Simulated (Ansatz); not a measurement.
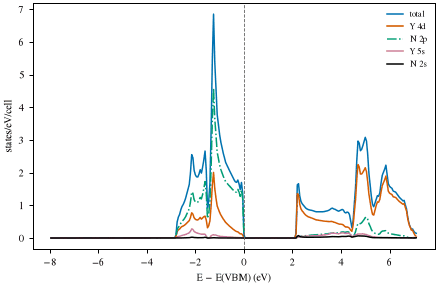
Total and projected density of states of YN (zinc blende, F-43m), plane-wave PAW LDA (Ansatz code)

**Question.** Which orbitals carry the states next to the gap?

**Answer.** Top 1 eV of the valence band: N 2p 78 %, Y 4d 17 %. Bottom 1 eV of the conduction band: Y 4d 76 %, N 2p 8 %, Y 5s 6 %, outside the projected shells 6 %. Projections are on Löwdin-orthogonalised atomic valence shells; empty p or d shells of many metals are not among them.

**Question.** Where is the tallest occupied peak in this window, and what makes it?

**Answer.** Near -1.3 eV, about 6.9 states/eV per cell; the largest projected share is N 2p.

The workflow started from a Materials Project entry (that database holds measured and hypothetical structures alike); the Crystallography Open Database copy checked does not list it. COD files the formula under space group No. 225, so this cell is another polymorph or a model. Whether it is the stable phase at ambient conditions was not checked. The LDA relaxation kept the symmetry of its start; its stability against distortions is not shown here. No spin polarisation was allowed. Scalar-relativistic: spin–orbit coupling is off unless named, which matters more the heavier the elements.

Potentials: the later of the program's two PAW sets.
